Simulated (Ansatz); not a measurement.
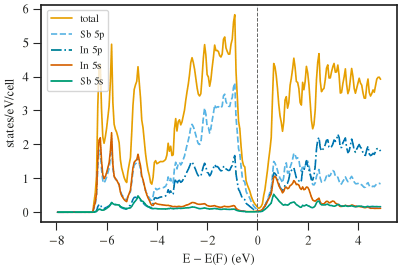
Figure: Total and projected density of states of InSb in space group P3_221 (No. 154; In on 3a, Sb on 3b), PBEsol (plane waves, PAW; program Ansatz)

Task: Which orbitals carry the states next to the Fermi level?

Result: Within 0.5 eV of the Fermi level: Sb 5p 46 %, In 5p 27 %, In 5s 16 %, Sb 5s 8 %. Projections are on Löwdin-orthogonalised atomic valence shells; empty p or d shells of many metals are not among them.

Task: Where is the tallest occupied peak in this window, and what makes it?

Result: Near -0.9 eV, about 5.8 states/eV per cell; the largest projected share is Sb 5p.

The start of the workflow was typed in or built on a structure type; neither database checked (COD, Materials Project) lists it. It is not the phase usual at ambient conditions (space group No. 216). The cell was relaxed with PBEsol under the symmetry of its start; whether a distortion lowers the energy is not shown. A small band overlap can be real or an error of a semilocal functional. Spin–orbit coupling is left out wherever it is not named.

Potentials: the later of the program's two PAW sets.
